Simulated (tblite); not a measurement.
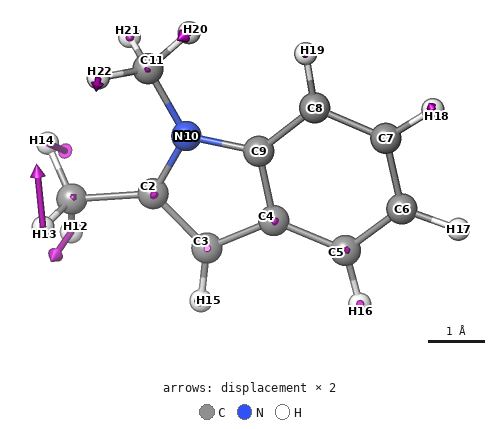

This is a relaxation of C10H11N. The starting structure is drawn; purple arrows show the displacements, 2 times their true length. The two geometries are superimposed by the best rigid fit.

Style: ball-and-stick. Shown at a tilt.

Computed with GFN2-xTB geometry optimisation, gas phase in tblite. 

Q: Describe the change and its energy.

A: The largest move after the best rigid fit is that of an H atom, 0.59 Å. Largest moves by element: H 0.59 Å, C 0.07 Å, N 0.02 Å. Among the contacts that change: C–C 1.367 → 1.418 Å, C–N 1.336 → 1.376 Å, C–H 1.130 → 1.094 Å, C–C 1.394 → 1.365 Å. Among the angles between lasting bonds that change: C–C–N 126.6° → 121.1°, C–C–H 114.8° → 119.2°, C–C–H 105.2° → 109.6°. Groups turn about C–C by about 30°. Over 72 geometry steps the energy falls by 0.383 eV. The run took 1.6 s on 1 thread of Intel(R) Xeon(R) Processor @ 2.50GHz, on a shared host.
